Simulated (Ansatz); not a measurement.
```xyz
10

C    -2.0933   -0.8104    0.4141
In   -0.1456   -0.5050    1.2519
C     1.2631    0.4026   -0.0089
C     2.0626    0.9346   -0.7606
S     3.2627    1.6539   -1.6802
H    -2.0519   -1.6430   -0.2918
H    -2.4029    0.0801   -0.1346
H    -2.8307   -1.0398    1.1825
H     0.4005   -0.9231    2.8245
H     2.5354    1.8501   -2.7969
```

Geometry: PBE0-D4/def2-TZVP; core potentials replace the inner electrons of In.

The calculation used RKS PBE0-D4/def2-TZVPP in Ansatz 0.2.0.

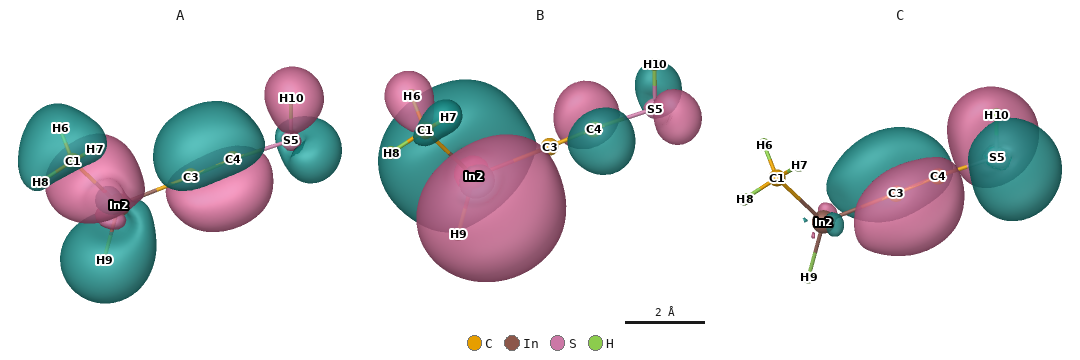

C₃H₅InS. Three frontier orbitals at ±0.06 Å⁻³ᐟ² (teal and pink are the two phases), in no order.

### Order the three orbitals by energy and name them.

A is the HOMO−1 (−7.48 eV). By Hirshfeld shares it lies mainly on C4 (about 25 %), C3 (about 20 %), C1 (about 15 %), In2 (about 15 %), H9 (about 10 %) and S5 (about 5 %). C is the HOMO (−6.69 eV). It lies mainly on S5 (about 45 %), C3 (about 30 %) and C4 (about 15 %). B is the LUMO (−1.58 eV). Its weight (Hirshfeld) is mainly on In2 (about 70 %), C4 (about 5 %) and C3 (about 5 %).

### What is the HOMO–LUMO gap?

5.11 eV between the orbital energies.
